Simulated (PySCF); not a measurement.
**C$_{3}$H$_{9}$FSSi (SMILES FC[SiH2]CCS): density, localisation and related maps**

```csv
atom,x (Å),y (Å),z (Å)
F,-2.0230,-1.2328,0.8089
C,-2.2405,-0.0204,0.1811
Si,-0.7684,1.1681,0.5095
C,0.8041,0.4406,-0.2873
C,1.1901,-0.9085,0.2907
S,2.6761,-1.6144,-0.5170
H,-3.1840,0.3625,0.5769
H,-2.3803,-0.2459,-0.8798
H,-0.5980,1.2984,1.9584
H,-1.1032,2.4464,-0.1230
H,1.6322,1.1404,-0.1515
H,0.6629,0.3343,-1.3652
H,1.3940,-0.8479,1.3590
H,0.4138,-1.6528,0.1233
H,3.5197,-0.6600,-0.1246
```

Geometry: GFN2-xTB.

Level of theory: PySCF 2.14.0, wB97X-D/def2-SVPD, SCF density, gas phase.

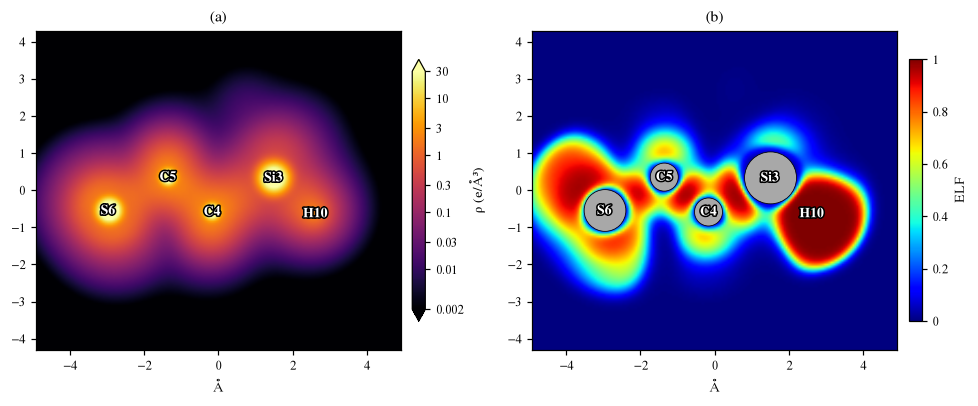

Figure 1. (a) electron density; (b) ELF on the plane of atoms C4, Si3 and H10. Grey discs cover the atomic cores in the ELF map.

**What does the map show?**

The section cuts through Si, C, S and H sites.
C–C (1.52 Å): the density is about 1.7 e/Å³ at the midpoint; the ELF peaks at about 0.95 between the atoms: a covalent bond.
C–S (1.83 Å): the density is about 1.2 e/Å³ at the midpoint; the ELF peaks at about 0.95 between the atoms, as expected for localised, covalent bonding.
C–Si (1.91 Å): ρ is about 0.92 e/Å³ halfway; the ELF peaks at about 0.95 between the atoms; a covalent bond.
Si–H (1.47 Å): ρ is about 0.79 e/Å³ halfway; the ELF climbs to about 1 towards the hydrogen, as it does in any bond to H.
The ELF also peaks beside S6, away from the bonds: lone-pair regions.

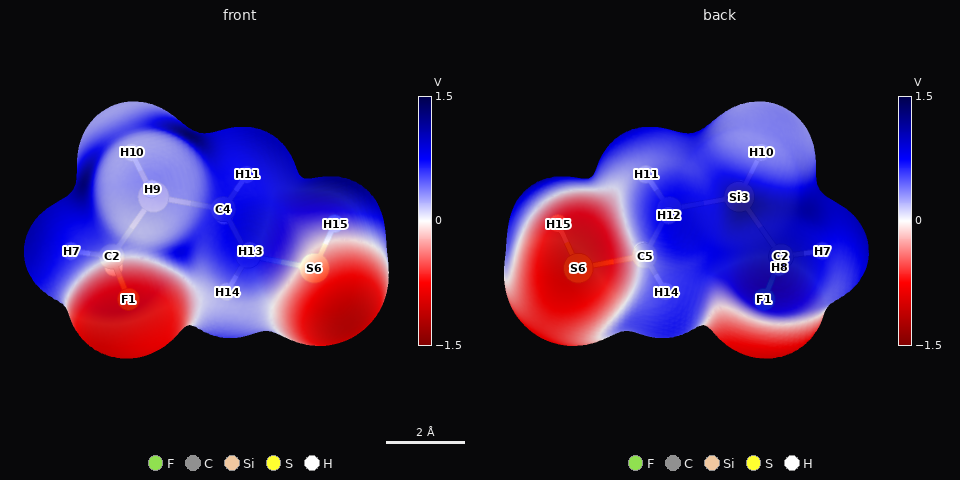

Figure 2. The electrostatic potential painted on the density surface at 0.002 e/bohr³, seen from the front and from behind; red is negative and blue positive.

**Which sites attract a positive test charge, and which a negative one?**

A positive charge is drawn to the negative regions and a negative charge to the positive ones. The most negative region (about −1.1 V) lies over S6, the most positive (about +1.3 V) over Si3 and H15.

**How polar is the molecule by this calculation?**

Its dipole moment is 2.67 D.
